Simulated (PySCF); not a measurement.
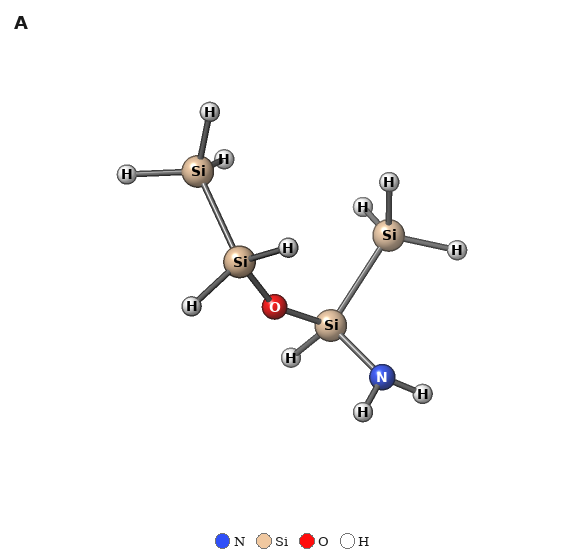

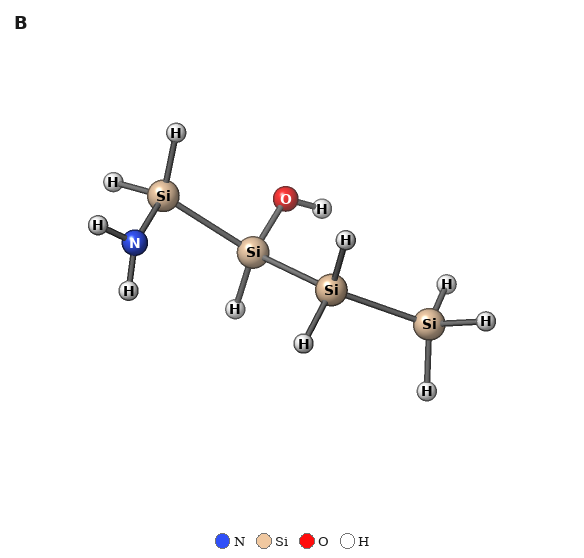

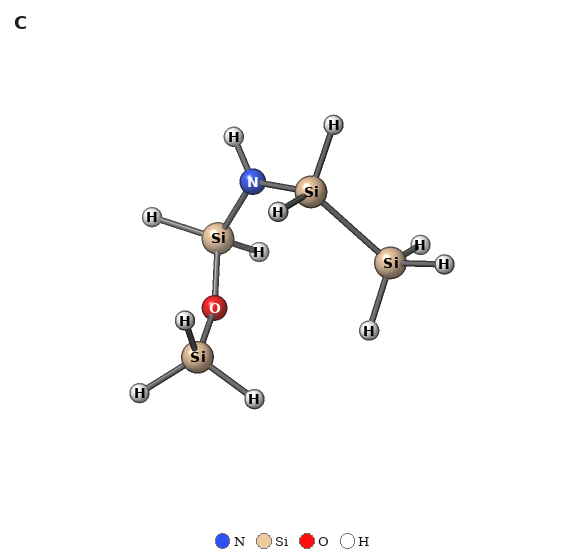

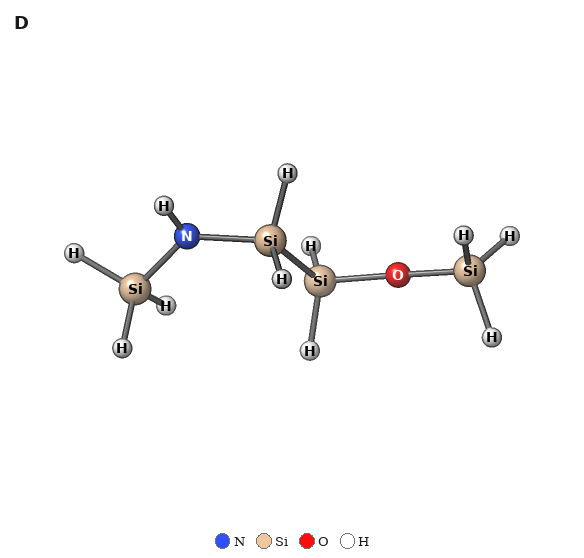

4 stationary structures of one formula. Geometries: GFN2-xTB. Electronic energies: PBE0/pcSseg-1 (PySCF 2.14.0), without zero-point energy. No frequency run is at hand to confirm each as a minimum. Each is one conformer, not always the lowest.

### How are they related?

They are constitutional isomers of H11NOSi4: A `N[Si@H]([SiH3])O[SiH2][SiH3]`, B `N[SiH2][Si@@H](O)[SiH2][SiH3]`, C `[SiH3]O[SiH2]N[SiH2][SiH3]`, D `[SiH3]N[SiH2][SiH2]O[SiH3]`.

### Which is lowest in energy, and by how much?

C is lowest; D lies 9.0 kcal/mol above it, A lies 13.1 kcal/mol above it, B lies 33.7 kcal/mol above it.

The geometry is semi-empirical. Around Si such bond lengths and angles can be off by a tenth of an ångström or more and by several degrees, and values that hang on the shape move with them.
